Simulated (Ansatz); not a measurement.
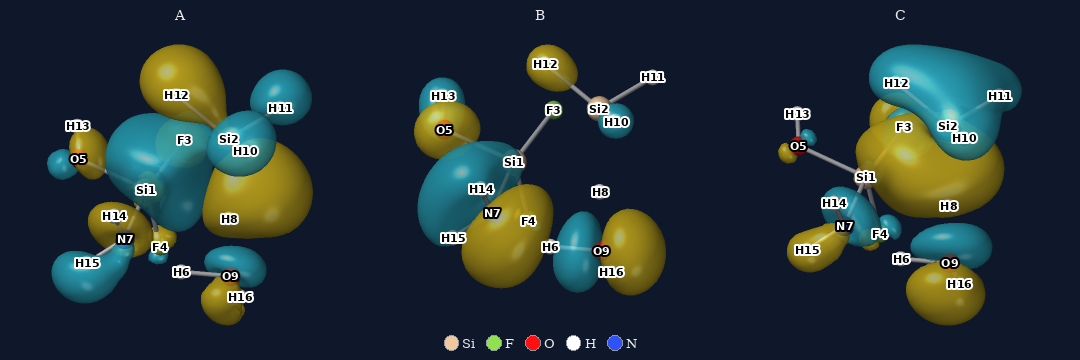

The picture shows: F₂H₃NOSi···H₃Si···H₂O···H. Three frontier orbitals at ±0.08 Å⁻³ᐟ² (yellow and cyan are the two phases), in no order.

A transition-state structure; geometry: PBE0-D4/def2-TZVP.

The calculation used Ansatz, RKS PBE0-D4/def2-TZVPP.

```xyz
16

Si   -0.7251    0.7188   -0.3182
Si    1.1416   -1.0131   -1.1226
F    -1.1093    0.2063   -1.8262
F    -2.1166    0.2847    0.3652
O    -0.5705    2.3140   -0.6704
H    -0.0815   -0.5461    1.7066
N     0.1311    0.8179    1.2907
H     0.0586   -1.3108    0.3068
O    -0.2108   -1.6224    1.5248
H     2.3320   -1.5669   -0.4117
H     0.7496   -1.9120   -2.2329
H     1.6083    0.2894   -1.6935
H    -0.8738    2.5554   -1.5485
H     1.1166    1.0440    1.2086
H    -0.2943    1.5532    1.8494
H    -1.1559   -1.8122    1.5719
```

Which picture is the HOMO−1, the HOMO and the LUMO?

Answer. B is the HOMO−1 (−8.81 eV). By Hirshfeld shares it lies mainly on N7 (about 50 %) and O9 (about 25 %); largely a combination of lone pairs on N7 and O9. C is the HOMO (−7.21 eV). It lies mainly on Si2 (about 35 %), O9 (about 20 %), Si1 (about 10 %), H8 (about 10 %) and F3 (about 5 %). A is the LUMO (−0.64 eV). It lies mainly on Si1 (about 25 %), Si2 (about 25 %), H8 (about 10 %), N7 (about 5 %) and H12 (about 5 %).

What is the HOMO–LUMO gap?

Answer. 6.57 eV between the orbital energies.
